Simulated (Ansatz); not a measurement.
**Fields on a plane of Co3Mo (space group P6_3/mmc)**

```xyz
8
Lattice="5.0389 0.0000 0.0000 -2.5194 4.3638 0.0000 0.0000 0.0000 4.0299" Properties=species:S:1:pos:R:3 pbc="T T T"
Co     2.5194     2.9518     1.0075
Co     0.0000     1.4120     3.0224
Co    -1.2966     3.6578     3.0224
Co     3.8160     0.7060     1.0075
Co     1.2229     0.7060     1.0075
Co     1.2966     3.6578     3.0224
Mo     0.0000     2.9092     1.0075
Mo     2.5194     1.4546     3.0224
```

The slice is a (-1 1 0 0) plane (indices of the conventional cell) through the point (0.667, 0.333, 0.750) (fractional), spanned by u = [001] and v = [110] in vectors of this cell: u (4.03 Å) and v (5.04 Å, at 90° to u). It covers one period; positions are fractions (u, v).

Atoms on it: Co at (0.00, 0.50); Mo at (0.00, 0.00). Other atoms lie within 1 Å of the plane.

These are PBEsol (plane waves to 420 eV, PAW, scalar-relativistic; Ansatz, an electronic-structure program) values and carry that method's errors. k mesh 11×11×12. Near the nuclei the fields are pseudised (PAW); where an atom keeps semicore shells as valence, they peak there. Co3Mo was relaxed with its symmetry unable to fall. Relaxed Co3Mo ends with moments of both signs. Other magnetic orders were not checked, so this need not be the ground state.

```
|xxxxxx9977220011333322222233331100227799xxxx|
|xxxx99995511112233221111112233221111559999xx|
|99999977331111222211000000112222111133669999|
|88776633111122221100000000001122221111336677|
|33331100001122110000000000000011221100001133|
|11000011112222110000000000000011222211110000|
|11111122223322000000111111000000223322221111|
|11111122333322000000111111000000223333221111|
|00000000112222110000001100000011222211000000|
|11110000001122110000000000000011221100000011|
|66552211001122222211110011112222221100112255|
|xxxx66220000223333221111112233332200002266xx|
|xxxxxx4411001133333322222233333311001144xxxx|
|xxxxxx5511001133333333333333333311001155xxxx|
|xxxxxx4411001133333322222233333311001144xxxx|
|xxxx66220000223333221111112233332200002266xx|
|66552211001122222211110011112222221100112255|
|11110000001122110000000000000011221100000011|
|00000000112222110000001100000011222211000000|
|11111122333322000000111111000000223333221111|
|11111122223322000000111111000000223322221111|
|11000011112222110000000000000011222211110000|
|33331100001122110000000000000011221100001133|
|88776633111122221100000000001122221111336677|
|99999977331111222211000000112222111133669999|
|xxxx99995511112233221111112233221111559999xx|
|xxxxxx9977220011333322222233331100227799xxxx|
|xxxxxx9977330011333333333333331100337799xxxx|
```
Scale: ten equal steps from 0.15 (start of '0') to 0.75 (end of '9'), in the order '0123456789'. Values: ELF of the up spins. The map has 22 points along u (two characters each, u = 0 at the left) and 28 along v (v = 0 in the bottom row). Points within 0.5 Å of a nucleus are blanked (x), as the pseudised field means little there.

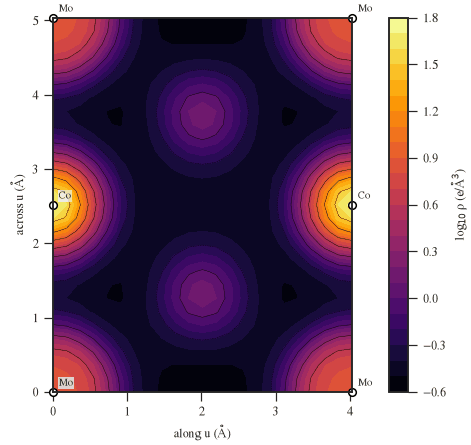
*Log₁₀ of the valence density in e/Å³, one period of the plane, atoms marked. The scale is logarithmic, as a density can span decades between atoms and voids.*

| Quantity | Value |
|---|---|
| Density on the Co–Mo line (2.52 Å) at its density minimum, 1.2 Å from Co | 0.41 e/Å³ |
| ELF at that point | 0.3 |
